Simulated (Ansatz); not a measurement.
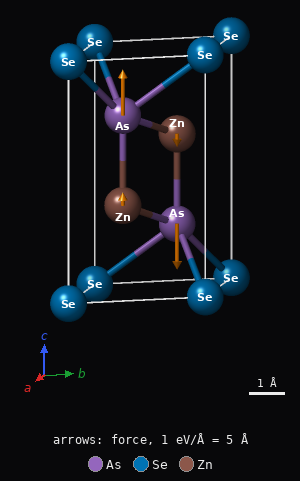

Starting geometry of a crystal of Zn2As2Se (a generated structure, set up in P-3m1) with the computed forces as orange arrows. A ball-and-stick model of the cell of the calculation, seen slightly off an axis.

The start is a swapped structure.

Theory: DFT, PAW plane waves, r2SCAN in Ansatz 0.2.0.

The input:
```yaml
crystal:
  lattice:
    - [4.186743, 0.0, 0.0]
    - [-2.093371, 3.625828, 0.0]
    - [0.0, 0.0, 7.051674]
  atoms:
    - { symbol: As, position: [0.3333, 0.6667, 0.2583] }
    - { symbol: As, position: [0.6667, 0.3333, 0.7417] }
    - { symbol: Se, position: [0.0, 0.0, 0.0] }
    - { symbol: Zn, position: [0.3333, 0.6667, 0.6303] }
    - { symbol: Zn, position: [0.6667, 0.3333, 0.3697] }
  symmetry: { tolerance: 0.0003 }
kpoints:
  mp_grid: { grid: [8, 8, 5], shift: [0, 0, 0] }
magnetization:
  spin_polarized: false
scf:
  occupations: { method: fermi_dirac, width: 0.0943 }
  lower_state_search: "off"
hamiltonian:
  pseudopotentials: { kind: paw }
  xc: r2scan
basis:
  ecutwfc: 500
  fft_grid_basis: typed
relax:
  max_steps: 80
  cell: { p_target: 0.0 }
output:
  forces: true
  stress: true
  eigenvalues: true
  bader: true
  populations: true
  elf: true
  write_potential: true
  volumetric_format: npy
  dos:
    e_range: [-12, 8]
    de: 0.05
    projected: { site_lists: { As: [As], Se: [Se], Zn: [Zn] } }
checkpoint:
  read: saved_state
```

Run as
```bash
ansatz run input.yaml --threads 2 --pin off --max-ram 3584MiB --backend cpu --events-out ev --progress --plain --runs-dir out
```

Q: What follows when this structure is relaxed?

A: It isn't relaxed: the largest force vector, on As atoms, is 0.27 eV/Å. The final displacements follow the starting forces only in part (cosine between the two patterns 0.81). Over 5 accepted moves (6 points after the start) the energy falls by 34.2 meV per atom. The largest force component goes from 0.27 to 0.0092 eV/Å. Pressure: −3.06 GPa at the start and −0.01 GPa at the end. At 1 point the geometry stayed and the basis and grid were re-selected for the new cell (energy shift of 0.2 meV per atom at most each time). The largest moves relative to the cell, 0.17 Å, are those of Zn4 and Zn5. Zn4 goes along −c. Largest moves by element: Zn 0.17 Å, As 0.13 Å. Se stays in place. The drawn cell changes as follows: a = b 4.187 → 4.019 Å (−4.0 %), c 7.052 → 7.090 Å (+0.5 %); the volume changes by −7.4 %. Near-neighbour distances that change, for instance: As1–Se3 3.027 → 2.875 Å, As1–Zn5 2.542 → 2.565 Å, As1–Zn4 2.623 → 2.600 Å. Bond angles that change, for instance: As1–Zn5–As1 110.9° → 103.1°, Zn5–As1–Zn5 110.9° → 103.1°, As1–Zn5–As2 108.0° → 115.3°. The space group stays P-3m1 (No. 164). Cost: 120 s on 2 threads of Arm Neoverse V2, on a shared host, peak memory 0.8 GiB.
